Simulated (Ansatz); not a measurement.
Single-point calculation of C3H7GaO

System: C3H7GaO.
Method: RKS PBE0-DH/cc-pVDZ (Ansatz 0.2.0).

Some settings of this run were made unusual or wrong on purpose. The geometry comes from this level: PBE0-D4/def2-TZVP. Figures and captions count atoms from 1; the log counts them from 0 in places.

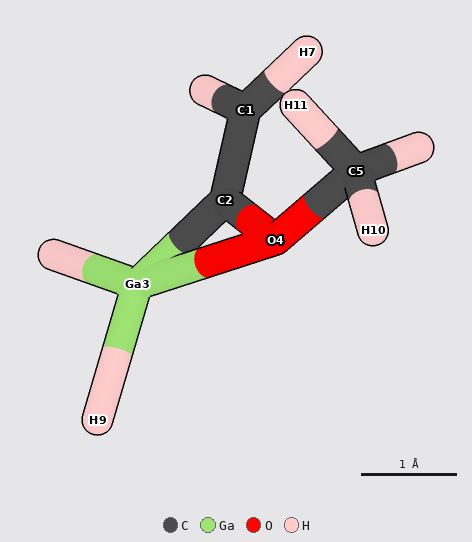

**Figure 1.** The input geometry (stick view, seen at a tilt; atoms are numbered from 1 in the order of the input). Sticks mark near contacts.

Input
```yaml
crystal:
  periodic: [false, false, false]
  atoms:
    - {symbol: C, position_ang: [-0.356846, 0.932912, -0.163732]}
    - {symbol: C, position_ang: [-0.059124, 0.080171, 0.351995]}
    - {symbol: Ga, position_ang: [-0.135260, -0.051237, 1.767476]}
    - {symbol: O, position_ang: [0.355637, -0.855477, -0.218805]}
    - {symbol: C, position_ang: [0.375370, -0.785121, -1.447351]}
    - {symbol: H, position_ang: [-0.635881, 1.537483, 0.323932]}
    - {symbol: H, position_ang: [-0.395768, 1.065568, -1.099971]}
    - {symbol: H, position_ang: [-0.552213, 1.026296, 2.746360]}
    - {symbol: H, position_ang: [0.205015, -1.208964, 2.693577]}
    - {symbol: H, position_ang: [0.679830, -1.617911, -1.494617]}
    - {symbol: H, position_ang: [1.022547, -0.063109, -1.469364]}
    - {symbol: H, position_ang: [-0.362970, -0.644242, -1.844073]}
basis:
  gaussian: {orbitals: cc-pVDZ}
hamiltonian: {xc: {name: PBE0-DH}}
output: {forces: true}
```

Hardware: 4 threads of Arm Neoverse V2, 23 GiB of memory available, shared host.

Command:
```bash
ansatz run in.yaml --threads 4 --pin off --events-out ev --progress --plain --max-ram 10444MiB
```

Output
```
Functional definition: PBE0-DH
  name "PBE0-DH"
  cite "Brémond & Adamo, J. Chem. Phys. 135, 024106 (2011) doi:10.1063/1.3604569"
  cite "Perdew, Burke & Ernzerhof, Phys. Rev. Lett. 77, 3865 (1996) doi:10.1103/PhysRevLett.77.3865"
  parameter a = 1/2
  parameter c = 1/8
  exchange = (1 - a)*pbe_x + a*exact_x
  correlation = (1 - c)*pbe_c + c*(mp2_os + mp2_ss)
1145 factors; integrals over basis functions are off by at most 7.1e-4 eV
mean field evaluation 1: about -57599.3936 eV, gradient 5.7e1 eV
mean field evaluation 2: about -57600.3242 eV, gradient 5.6e1 eV
mean field evaluation 4: about -57607.1428 eV, gradient 4.2e0 eV
mean field evaluation 8: about -57607.1997 eV, gradient 3.0e-1 eV
mean field evaluation 16: about -57607.1999 eV, gradient 6.1e-5 eV
mean field -57607.19988483 eV, -2117.0255482050 hartree, gradient 3.6e-6 eV, S^2 0.000000; 0 other end points of the search recorded, 0 dependent functions left out
13 core orbitals not correlated: weight in the atoms' cores, before any rotation towards them, 1.000 or more for the frozen orbitals, at most 0.000 for the correlated occupied ones
reference -57607.19990541 eV, -2117.0255489612 hartree; 19, 19 occupied and 86, 86 virtual orbitals, 1145 factors
second order -22.15414523 eV of doubles, -0.00000000 eV of singles
the calculation of the forces begins
Total energy: -57609.96917356 eV, -2117.1273176888 hartree
Atom 0 at    -0.356846     0.932912    -0.163732 Å, force    -7.001798    22.544770   -24.864847 eV/Å
Atom 1 at    -0.059124     0.080171     0.351995 Å, force     9.677943   -22.370522    -0.762603 eV/Å
Atom 2 at    -0.135260    -0.051237     1.767476 Å, force    -1.453790    -2.884898    31.177439 eV/Å
Atom 3 at     0.355637    -0.855477    -0.218805 Å, force     2.916593   -14.043766     5.773637 eV/Å
Atom 4 at     0.375370    -0.785121    -1.447351 Å, force     9.422871     2.987105     0.871385 eV/Å
Atom 5 at    -0.635881     1.537483     0.323932 Å, force    -7.373440    16.719202    11.118520 eV/Å
Atom 6 at    -0.395768     1.065568    -1.099971 Å, force    -0.411847     1.439044    -7.499012 eV/Å
Atom 7 at    -0.552213     1.026296     2.746360 Å, force    -0.467416     1.093458     0.520679 eV/Å
Atom 8 at     0.205015    -1.208964     2.693577 Å, force     0.258805    -1.022492     0.334961 eV/Å
Atom 9 at     0.679830    -1.617911    -1.494617 Å, force     5.284147   -12.297589    -4.562915 eV/Å
Atom 10 at     1.022547    -0.063109    -1.469364 Å, force     4.735258     4.673507    -3.593788 eV/Å
Atom 11 at    -0.362970    -0.644242    -1.844073 Å, force   -15.587327     3.162180    -8.513455 eV/Å
Dipole moment:    -0.023387     0.031071    -0.685599 e Å
```

What the run reported

```tsv
quantity	value
outcome	converged
total energy	−57609.9692 eV
mean-field energy	−57607.1999 eV
SCF solution under orbital rotations	stable
largest force (length of the vector)	34.286 eV/Å
dipole moment	3.30 D
wall time	4.7 s (CPU time 18 s)
peak memory	0.5 GiB
```

Diagnosis

The input was spoiled on purpose: squeeze. The program still converged, but the numbers can't be taken as results for the intended system.
